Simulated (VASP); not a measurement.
Band structure of K2PtC2 (space group P-3m1). Level of theory: LDA (Ceperley-Alder, Perdew-Zunger), VASP's LDA PAW potentials (set 64) (plane waves; VASP).

Unless said otherwise, spin-orbit coupling is left out, though it shifts the bands of the heavy elements here.

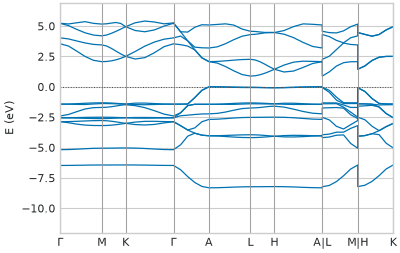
Figure: Bands along high-symmetry lines, zero at the valence-band maximum or, without a gap, the Fermi level

Q: Read the plot: is there a gap, and where are the band edges?

A: The gap is indirect, 0.88 eV, from the valence maximum at A to the conduction minimum at L.

The structure comes from a computed database's K2PtC2 entry (P-3m1); how it stands against other phases isn't given here. The cell was not relaxed at this level.
